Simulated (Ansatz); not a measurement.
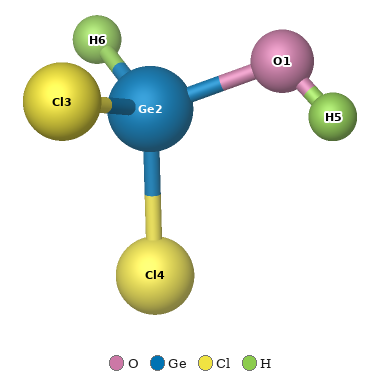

The system is Cl₂GeH₂O, SMILES [OH][GeH]([Cl])[Cl]; the picture shows the grid point nearest to the relaxed geometry. Two internal coordinates are moved rigidly from the geometry relaxed at PBE0-D4/def2-TZVP, all others fixed. Coordinates scanned: (1) angle H5–O1–Ge2; (2) torsion H5–O1–Ge2–Cl3. The scan uses a 5 × 5 grid. All energies are given in kcal/mol relative to the lowest grid point. These are results of Ansatz 0.2.0, RKS PBE0-D4/def2-TZVPP, not measurements.

Its coordinates:

```yaml
atoms:
  - { symbol: O, position_ang: [-0.1610, 1.2910, -0.6142] }
  - { symbol: Ge, position_ang: [-0.0654, -0.1488, 0.3789] }
  - { symbol: Cl, position_ang: [1.8554, -0.2564, 1.3095] }
  - { symbol: Cl, position_ang: [-0.2536, -1.8858, -0.8519] }
  - { symbol: H, position_ang: [0.1263, 1.1527, -1.5212] }
  - { symbol: H, position_ang: [-1.1768, -0.0845, 1.4160] }
```

Range: angle H5–O1–Ge2 from 89.6 to 137.6°; torsion H5–O1–Ge2–Cl3 from 90 to 378°.

Q: Predict the map.

A: The lowest grid point is at angle H5–O1–Ge2 = 113.6°, torsion H5–O1–Ge2–Cl3 = 90°. The highest grid point, angle H5–O1–Ge2 = 89.6°, torsion H5–O1–Ge2–Cl3 = 234°, lies 8.3 kcal/mol above the lowest.

```tsv
torsion H5–O1–Ge2–Cl3 ↓, angle H5–O1–Ge2 →	89.6	101.6	113.6	125.6	137.6
378	6.9	1.7	0.2	1.4	4.3
306	8.3	3.3	2.1	3.4	6.2
234	8.3	3.5	2.4	3.9	6.8
162	8.2	3.2	2.0	3.2	6.1
90	6.8	1.5	0.0	1.2	4.1
```

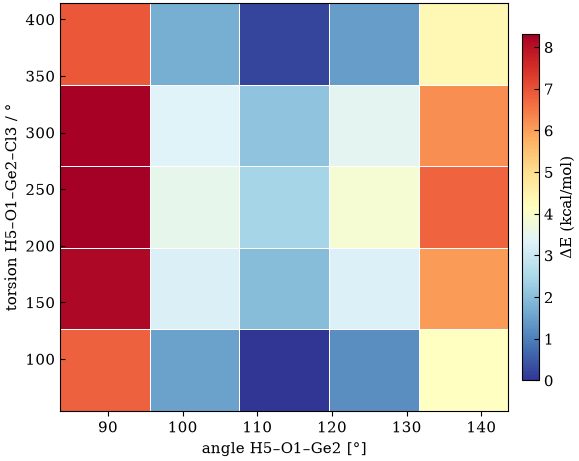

Drawn: one coloured cell a grid point.
